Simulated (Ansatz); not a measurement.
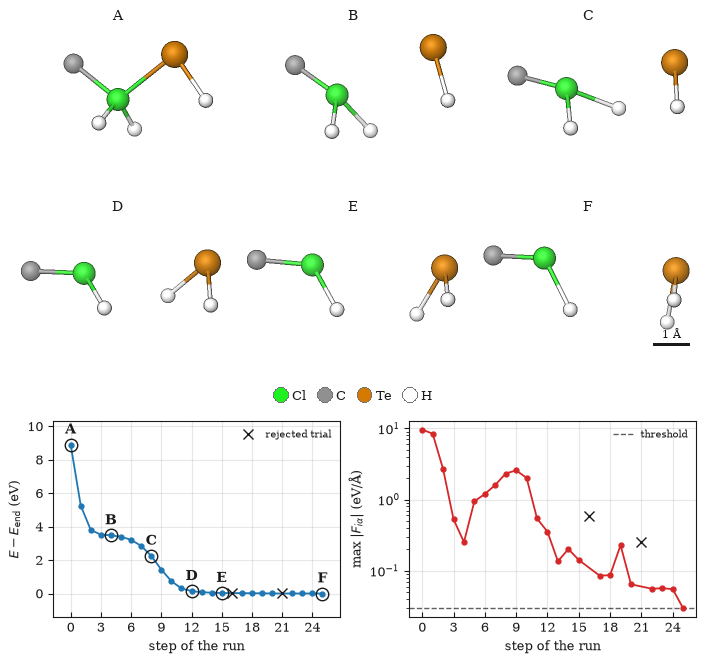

Frames of a relaxation of CH$_{3}$ClTe, marked on the history of the run. A ball-and-stick model, seen at a tilt.

It is one of the separated reactants of a reaction.

All numbers below come from Ansatz, RKS PBE-D4/def2-SVP.

The input:
```yaml
crystal:
  periodic: [false, false, false]
  atoms:
    - {symbol: Cl, position_ang: [-0.234719, -0.096290, -0.472869]}
    - {symbol: C, position_ang: [-1.947440, 0.101120, -0.854753]}
    - {symbol: Te, position_ang: [0.091839, 0.449898, 1.585630]}
    - {symbol: H, position_ang: [0.092982, -1.371771, -0.659044]}
    - {symbol: H, position_ang: [0.468185, 0.703931, -1.269406]}
    - {symbol: H, position_ang: [1.718429, 0.125837, 1.489941]}
basis:
  gaussian: {orbitals: def2-SVP}
hamiltonian: {xc: pbe, dispersion: d4}
relax: {f_tol: 0.03, max_steps: 250}
```

Run as
```bash
ansatz run in.yaml --threads 2 --pin off --events-out ev --progress --plain --max-ram 4352MiB
```

Describe the path.

The largest move after the best rigid fit is that of H5, 1.78 Å. By element the largest moves are H 1.78 Å, Cl 1.53 Å, C 1.42 Å, Te 1.27 Å. Among the contacts that change: Cl1–H5 1.330 → 3.970 Å, C2–Te3 3.199 → 5.209 Å, Cl1–Te3 2.155 → 3.719 Å, Te3–H5 2.891 → 1.681 Å. New bonds form, among them: Te3–H5 (2.89 → 1.68 Å). Bonds break, among them: Cl1–H5 (1.33 → 3.97 Å), Cl1–Te3 (2.15 → 3.72 Å). After 23 accepted moves (25 points after the start) the energy has fallen by 8.908 eV. The largest force component goes from 9.6 to 0.03 eV/Å. The line search rejected the trial steps at points 16, 21 of the run. The run took 37 s on 2 threads of Arm Neoverse V2 (shared host). From step 0 to 4: Te3 moves most (0.70 Å), energy −5.429 eV. From step 4 to 8: H5 moves most (0.78 Å), energy −1.226 eV. From step 8 to 12: H5 moves most (0.63 Å), energy −2.109 eV. From step 12 to 15: H5 moves most (0.60 Å), energy −0.114 eV. From step 15 to 25: H5 moves most (0.56 Å), energy −0.030 eV.

| step | E − E(0), eV | largest force component, eV/Å | note |
| --- | --- | --- | --- |
| 0 | 0.0000 | 9.6113 |  |
| 1 | -3.6466 | 8.4611 |  |
| 2 | -5.1158 | 2.6940 |  |
| 3 | -5.3840 | 0.5284 |  |
| 4 | -5.4291 | 0.2531 |  |
| 5 | -5.5092 | 0.9480 |  |
| 6 | -5.7012 | 1.1967 |  |
| 7 | -6.0593 | 1.6067 |  |
| 8 | -6.6553 | 2.3247 |  |
| 9 | -7.4777 | 2.5740 |  |
| 10 | -8.1732 | 2.0221 |  |
| 11 | -8.6045 | 0.5422 |  |
| 12 | -8.7644 | 0.3527 |  |
| 13 | -8.8303 | 0.1356 |  |
| 14 | -8.8598 | 0.2017 |  |
| 15 | -8.8783 | 0.1415 |  |
| 16 | -8.8723 | 0.5889 | rejected |
| 17 | -8.8867 | 0.0852 |  |
| 18 | -8.8927 | 0.0866 |  |
| 19 | -8.8958 | 0.2285 |  |
| 20 | -8.9056 | 0.0644 |  |
| 21 | -8.9054 | 0.2532 | rejected |
| 22 | -8.9071 | 0.0557 |  |
| 23 | -8.9076 | 0.0569 |  |
| 24 | -8.9077 | 0.0550 |  |
| 25 | -8.9081 | 0.0295 |  |
